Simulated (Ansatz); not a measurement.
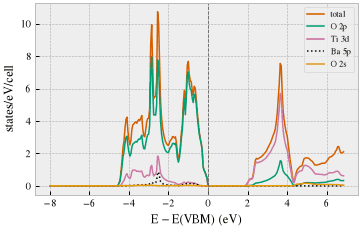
Fig. 1. Total and projected density of states of BaTiO$_{3}$ in space group P4mm (No. 99; Ba on 1b, Ti on 1a, O on 2c, O on 1a), the program Ansatz at the PBEsol level (PAW)

### Question
Which orbitals carry the states next to the gap?

### Answer
Top 1 eV of the valence band: O 2p 93 %. Bottom 1 eV of the conduction band: Ti 3d 86 %, O 2p 11 %. Projections are on Löwdin-orthogonalised atomic valence shells; empty p or d shells of many metals are not among them.

### Question
Where is the tallest occupied peak in this window, and what makes it?

### Answer
Near -2.5 eV, about 11 states/eV per cell; the largest projected share is O 2p.

The cell was relaxed with PBEsol under the symmetry of its start. No spin polarisation was allowed. Scalar-relativistic: spin–orbit coupling is off unless named, which matters more the heavier the elements.

Potentials: the earlier of the program's two PAW sets. The files were generated under PBE; for other functionals the program regenerates the frozen cores, and for LDA and PBEsol the local potential too.
